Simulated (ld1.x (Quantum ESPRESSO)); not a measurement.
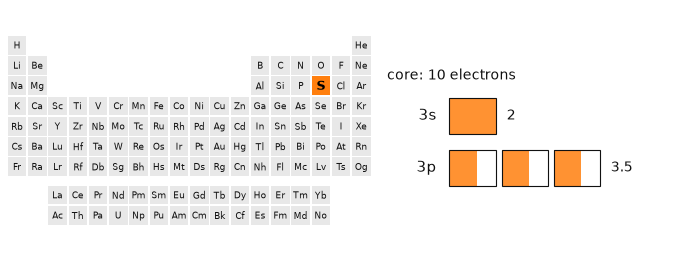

Fig. 1: Left, the place of sulfur in the periodic table; right, the valence shells of the reference configuration: a box for each of the 2l + 1 orbitals, shaded by the share of the shell that is filled, with the electron count at the right.

**Pseudopotential generation, with input and output: S**

- system: sulfur (S, Z = 16), core [Ne], reference valence 3s2 3p3.5 (an ion of charge +0.5), valence charge 6.
- method: RRKJ potential, PBEsol, non-relativistic, made with ld1.x (Quantum ESPRESSO) 7.5

## Input file
```
 &input
   title='S', zed=16., rel=0, dft='PBESOL', iswitch=3,
   config='[Ne] 3s2 3p3.5 3d-2',
   nld=3, rlderiv=1.95, eminld=-4.0, emaxld=5.0, deld=0.02
 /
 &inputp
   pseudotype=2, tm=.false., rho0=0.005, lloc=2,
   nlcc=.false.,
   file_pseudopw='S.UPF', file_wfcaegen='ae.wfc', file_wfcncgen='nc.wfc', file_beta='beta', file_chi='chi'
 /
3
3S  1  0   2.00   0.00  1.15  1.15  0.0
3P  2  1   3.50   0.00  1.70  1.70  0.0
3D  3  2  -2.00   0.25  1.80  1.80  0.0
 &test
   configts(1)='3s2 3p3.5'
 /
```

Hardware: 1 CPU thread, shared host.

Command:
```bash
ld1.x < S.in > S.out
```

## Output
```
     Program LD1 v.7.5
     --------------------------- All-electron run ----------------------------

     S

     atomic number is 16.00
     dft =PBESOL   lsd =0 sic =0 latt =0  beta=0.20 tr2=1.0E-14
     Exchange-correlation= PBESOL
                           (   1   4  10   8   0   0   0)
     mesh =1151 r(mesh) =  99.72449 a.u. xmin = -7.00 dx = 0.01250
     1 Ry =  13.60569312 eV

     n l     nl                  e(Ry)          e(Ha)          e(eV)
     1 0     1S 1( 2.00)      -176.3271       -88.1636     -2399.0531
     2 0     2S 1( 2.00)       -15.8405        -7.9203      -215.5215
     2 1     2P 1( 6.00)       -11.8972        -5.9486      -161.8692
     3 0     3S 1( 2.00)        -1.6212        -0.8106       -22.0575
     3 1     3P 1( 3.50)        -0.8585        -0.4293       -11.6806

     final scf error:  2.6E-15 reached in  24 iterations

     Etot =    -794.217249 Ry,    -397.108624 Ha,  -10805.876160 eV

     Ekin =     793.063256 Ry,     396.531628 Ha,   10790.175283 eV
     Encl =   -1885.388083 Ry,    -942.694042 Ha,  -25652.011678 eV
     Eh   =     347.254848 Ry,     173.627424 Ha,    4724.642900 eV
     Exc  =     -49.147269 Ry,     -24.573635 Ha,    -668.682665 eV

     normalization and overlap integrals

     s(1S/1S) =  1.000000  <r> =   0.0974  <r2> =    0.0128  r(max) =   0.0641
     s(2S/2S) =  1.000000  <r> =   0.4817  <r2> =    0.2761  r(max) =   0.3926
     s(2P/2P) =  1.000000  <r> =   0.4434  <r2> =    0.2458  r(max) =   0.3254
     s(3S/3S) =  1.000000  <r> =   1.6729  <r2> =    3.2445  r(max) =   1.4048
     s(3P/3P) =  1.000000  <r> =   1.9743  <r2> =    4.6335  r(max) =   1.5721

     ------------------------ End of All-electron run ------------------------

     --------------------- Generating NC pseudopotential ---------------------

      Generating local pot.: lloc=2, matching radius rcloc =   1.8000
     Message from routine compute phi:
     negative determinant

      ld=   0.792642 f2ae -2.865845 faenor  0.183972
           0        1152        1151   99.724489406190571

 %%%%%%%%%%%%%%%%%%%%%%%%%%%%%%%%%%%%%%%%%%%%%%%%%%%%%%%%%%%%%%%%%%%%%%%%%%%%%%
     Error in routine compute_chi (1):
     n is too large
 %%%%%%%%%%%%%%%%%%%%%%%%%%%%%%%%%%%%%%%%%%%%%%%%%%%%%%%%%%%%%%%%%%%%%%%%%%%%%%

     stopping ...
```

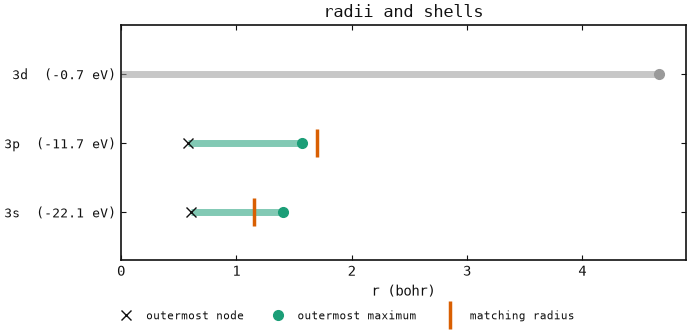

Fig. 2: Outer shells of the all-electron reference atom: each bar runs from the outermost node (or the nucleus) to the outermost maximum of u(r); the tick is the radius chosen for the pseudo-wave. Shells without a tick have no pseudo-wave of their own. Levels, nodes and maxima are from ld1.x, non-relativistic.

- Radii against the shells: 3s: 1.15 bohr, between node and maximum; 3p: 1.70 bohr, outside the maximum.

## Outcome

| quantity | value |
| --- | --- |
| outcome | ended with an error |
| wall time | 0.86 s |

## What went wrong

The generator stopped with the message “compute_chi: n is too large”. In words: the routine that builds χ = (ε − T − V_loc)φ ran off the radial mesh.
